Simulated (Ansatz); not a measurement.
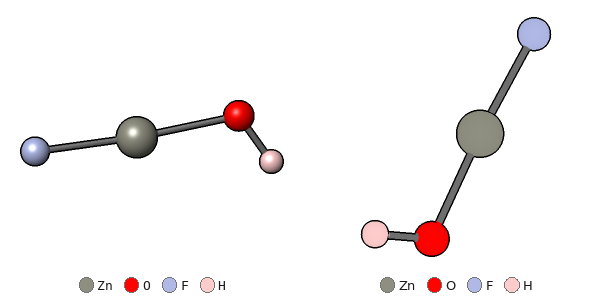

Two views of one molecule.

Computed geometry: PBE0-D4/def2-TZVP optimisation.

Identify the structure.

The molecule is FHOZn. All atoms lie on one plane. Coordination: 1 Zn linear; 1 O bent.

The parts below concern this one geometry. Atoms keep their numbers from picture to picture.

## Dipole moment

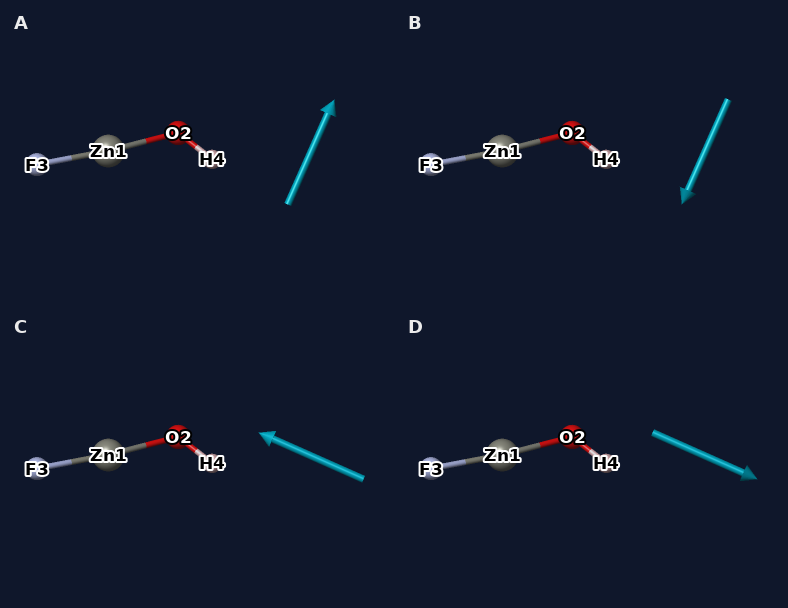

The same molecule four times, each with an arrow. Properties computed with RKS PBE0-D4/def2-TZVP (Ansatz 0.2.0).

Question: Which arrow points along the dipole moment, from the negative to the positive end?

Answer: D. The dipole moment is 2.04 D; it points from the side of F3 to the side of H4 (the outermost atoms at the two ends).

## Electronic properties

Method: RKS PBE0-D4/def2-TZVPP (Ansatz 0.2.0).

Computed properties:

- HOMO energy (Kohn–Sham orbital): −8.80 eV
- LUMO energy (Kohn–Sham orbital): −1.45 eV
- HOMO–LUMO gap: 7.35 eV

## Vibrations

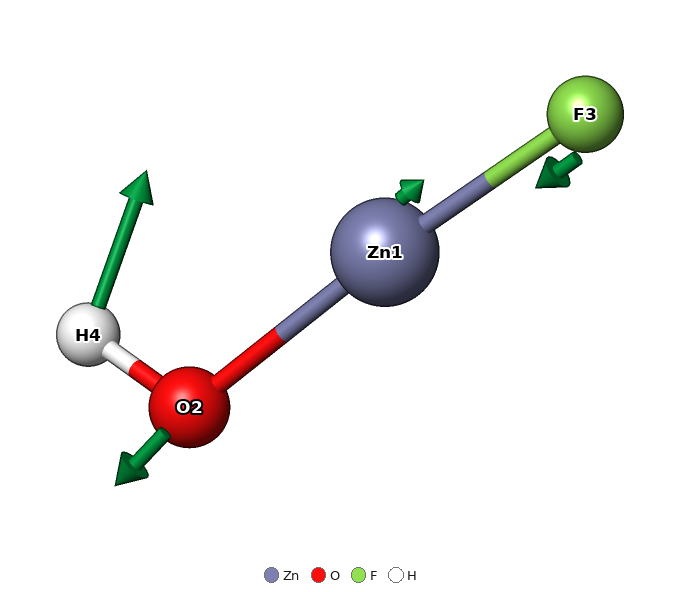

The arrows show one normal mode. Harmonic vibrations computed with RKS PBE0-D4/def2-TZVP (Ansatz 0.2.0) at a stationary point of the same level.

Question: Estimate its harmonic wavenumber.

Answer: 755 cm⁻¹; it is mode 4 of 6 counted from the lowest.
